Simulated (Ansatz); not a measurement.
**Response to strain in Zr**

The parent structure is Zr in the hcp (Mg type) structure (space group P6_3/mmc, No. 194; a = 3.244 Å, c = 5.158 Å; relaxed with 0.1 eV smearing). Axes: x lies along a and z along c of the hexagonal cell.

Strains are applied to the cell and any free atomic positions relax.

Method: Ansatz (an electronic-structure program) r2SCAN, spin-orbit coupling left out.

Notes on the quantities. pressure: mean of the normal stresses, compression positive.

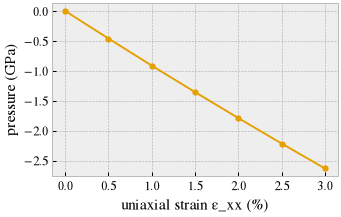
Figure: Pressure against uniaxial strain ε_xx

```json
[
 {"uniaxial strain ε_xx (%)": "0.5", "pressure": "-0.5 GPa"},
 {"uniaxial strain ε_xx (%)": "1", "pressure": "-0.9 GPa"},
 {"uniaxial strain ε_xx (%)": "1.5", "pressure": "-1.4 GPa"},
 {"uniaxial strain ε_xx (%)": "2", "pressure": "-1.8 GPa"},
 {"uniaxial strain ε_xx (%)": "2.5", "pressure": "-2.2 GPa"},
 {"uniaxial strain ε_xx (%)": "3", "pressure": "-2.6 GPa"}
]
```

No phonon test of stability was made. The final runs are not spin-polarised.
